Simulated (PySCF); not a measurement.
Cl2H5PSi2 (SMILES Cl[SiH2]P[SiH2]Cl)

| atom | x (Å) | y (Å) | z (Å) |
| --- | --- | --- | --- |
| Cl | 1.8972 | 2.1223 | 0.0318 |
| Si | 1.7536 | 0.1254 | -0.1144 |
| P | -0.1165 | -0.3551 | -1.2500 |
| Si | -1.7386 | -0.0399 | 0.2623 |
| Cl | -2.0530 | 1.9355 | 0.4259 |
| H | 2.8709 | -0.3865 | -0.9048 |
| H | 1.8006 | -0.4332 | 1.2388 |
| H | -0.0287 | -1.7182 | -1.0454 |
| H | -1.4357 | -0.5629 | 1.5969 |
| H | -2.9409 | -0.6826 | -0.2636 |

Geometry: GFN2-xTB.

Computed with PySCF, CAM-B3LYP/def2-SVPD, SCF density, gas phase.

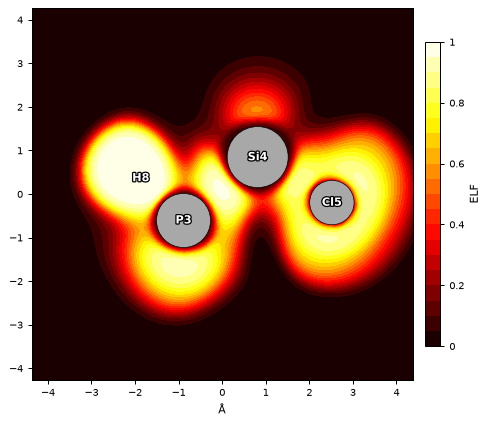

Figure 1. ELF on the plane of atoms Si4, P3 and H8. Grey discs cover the atomic cores.

### Interpret the plot.

- The plane passes through P, Si, Cl and H nuclei.
- Si–Cl (2.01 Å): the ELF peaks at about 0.90 between the atoms (a polar covalent bond).
- Si–P (2.24 Å): the ELF peaks at about 0.95 between the atoms; a covalent bond.
- P–H (1.38 Å): the ELF climbs to about 1 towards the hydrogen, as it does in any bond to H.
- The ELF also peaks beside P3 and Cl5, away from the bonds: lone-pair regions.

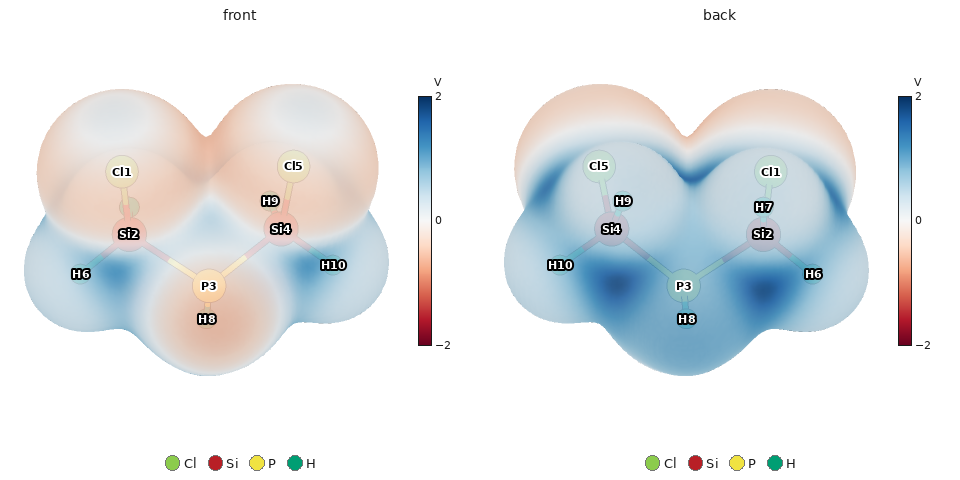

Figure 2. The molecular electrostatic potential painted on the density surface at 0.002 e/bohr³, seen from the front and from behind; red is negative and blue positive.

### Which sites attract a positive test charge, and which a negative one?

A positive charge is drawn to the negative regions and a negative charge to the positive ones. The most negative region (about −0.6 V) lies over Cl1, P3 and Cl5, the most positive (about +1.7 V) over Si2 and Si4. Cl5 shows a σ-hole: about +0.1 V at the tip opposite its bond, against about −0.4 V on its flanks.
